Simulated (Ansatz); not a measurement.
BH3S and related structures: several calculations on one system

**1. Relaxation**

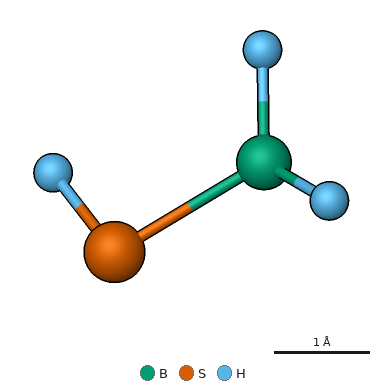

BH₃S, before the relaxation. A ball-and-stick model, seen from a free direction.

It is one of the separated reactants of a reaction.

Method: Ansatz, RKS PBE0-D4/def2-TZVP.

The input:
```yaml
crystal:
  periodic: [false, false, false]
  atoms:
    - {symbol: B, position_ang: [-0.651765, -0.540288, -0.372441]}
    - {symbol: S, position_ang: [0.835722, -0.661590, -1.454717]}
    - {symbol: H, position_ang: [-0.957798, -1.591906, 0.118717]}
    - {symbol: H, position_ang: [-1.540448, 0.195413, -0.698544]}
    - {symbol: H, position_ang: [0.745105, 0.533563, -2.059398]}
basis:
  gaussian: {orbitals: def2-TZVP}
hamiltonian: {xc: pbe0, dispersion: d4}
relax: {f_tol: 0.005, max_steps: 200}
```

Predict the outcome.

Over 6 geometry steps the energy falls by 34.6 kJ/mol. Largest force component: 2.4 eV/Å at the start, 0.0046 eV/Å at the end. B1 moves most after the best rigid fit: 0.20 Å. Largest moves by element: B 0.20 Å, H 0.09 Å, S 0.07 Å. Near-neighbour distances that change, for instance: B1–S2 1.844 → 1.765 Å, B1–H3 1.200 → 1.192 Å. Among the angles between lasting bonds that change: H3–B1–H4 117.4° → 122.8°, S2–B1–H3 112.8° → 115.8°, S2–B1–H4 118.6° → 121.4°.

History of the run:

```csv
step,"E − E(0), kJ/mol","largest force component, eV/Å"
0,0.00,2.4270
1,-29.23,0.9895
2,-33.22,0.5144
3,-34.18,0.3153
4,-34.35,0.0844
5,-34.45,0.1181
6,-34.59,0.0046
```

Final geometry:

```xyz
5

B    -0.7109   -0.6347   -0.5340
S     0.8326   -0.6387   -1.3896
H    -0.9165   -1.5750    0.1686
H    -1.4881    0.2581   -0.6604
H     0.7138    0.5255   -2.0510
```

The end point in the same view:

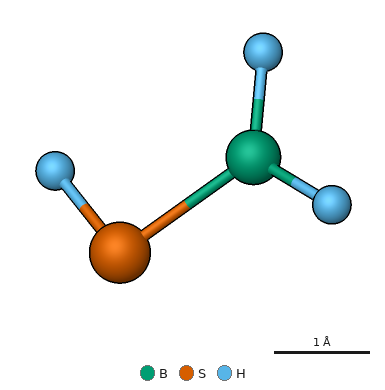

**2. Relaxation**

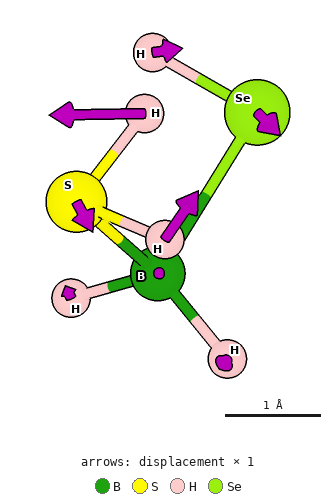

This is a relaxation of BH5SeS (started from a transition state, displaced along its imaginary mode). The starting structure is drawn; purple arrows show the displacements, at their true length. The two geometries are superimposed by the best rigid fit.

The picture is a ball-and-stick view, seen from a free direction.

These are results of RKS PBE0-D4/def2-TZVP (Ansatz 0.2.0), not measurements. Settings: force threshold 0.005 eV/Å; at most 200 steps.

Which element moves most?

Answer. Hydrogen: up to 1.10 Å, against 0.40 Å for selenium.

What happened in the run?

Answer. Over 11 accepted moves (12 points after the start) the energy falls by 13.4 kcal/mol. Largest force component: 2.9 eV/Å at the start, 0.0038 eV/Å at the end. The line search rejected the trial step at point 10 of the run. An H atom moves most after the best rigid fit: 1.10 Å. By element the largest moves are H 1.10 Å, Se 0.40 Å, S 0.39 Å, B 0.09 Å. Near-neighbour distances that change, for instance: H–Se 2.076 → 3.366 Å, H–S 1.284 → 1.345 Å, B–Se 2.064 → 2.007 Å, B–S 2.039 → 2.025 Å. Among the angles between lasting bonds that change: B–S–H 72.4° → 101.1°, S–B–Se 97.1° → 111.3°, S–B–H 108.2° → 100.0°. Groups turn about B–S by about 50°.

**3. Reaction**

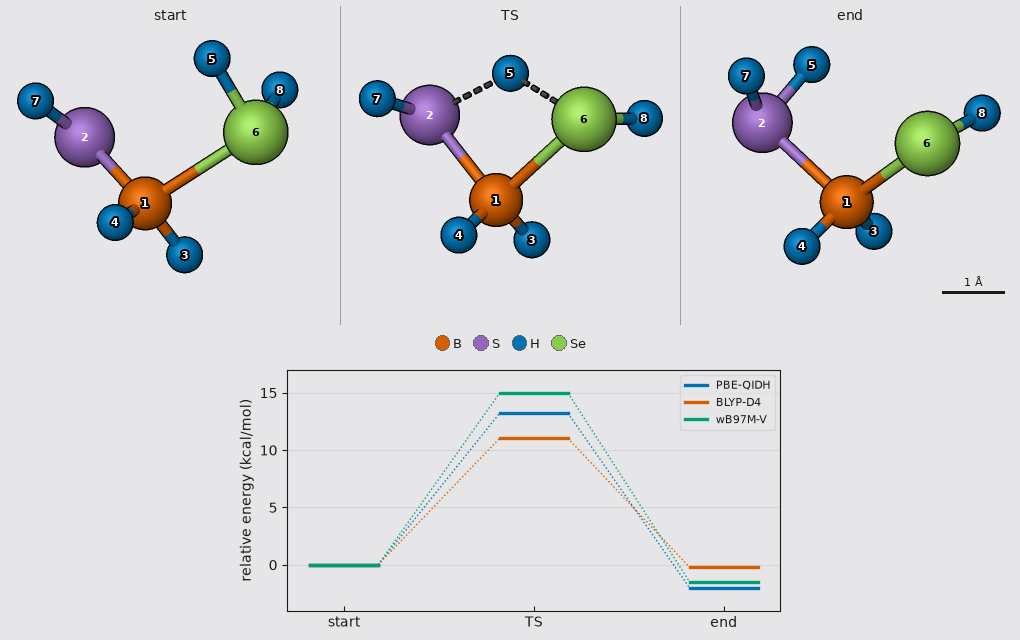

A reaction step of BH5SeS, with its energy diagram. A ball-and-stick model, seen face on. Dashed sticks mark bonds that form or break.

Stationary points at PBE0-D4/def2-TZVP, single-point energies with PBE-QIDH, BLYP-D4, wB97M-V (def2-TZVPP where no basis is named; Ansatz 0.2.0). The energies are electronic, without zero-point or thermal terms, and both ends are the minima reached downhill from the saddle, with any fragments still in contact.

**Describe the step and its energetics.**

From the start over the saddle to the end, a bond forms: S2–H5 (3.45 → 1.71 → 1.35 Å). A bond breaks: H5–Se6 (1.47 → 1.72 → 3.37 Å). Bonds that stay but change much: B1–Se6 (2.29 → 2.16 → 2.01 Å). The saddle has one imaginary mode, 844i cm⁻¹. With PBE-QIDH the barrier is 13.2 kcal/mol from the start and 15.2 kcal/mol from the end, and the end lies 2.0 kcal/mol below the start.

```
   level  barrier from the start (kcal/mol)  barrier from the end (kcal/mol)  the end less the start (kcal/mol)
PBE-QIDH                               13.2                             15.2                               −2.0
 BLYP-D4                               11.0                             11.2                               −0.2
 wB97M-V                               15.0                             16.4                               −1.5
```
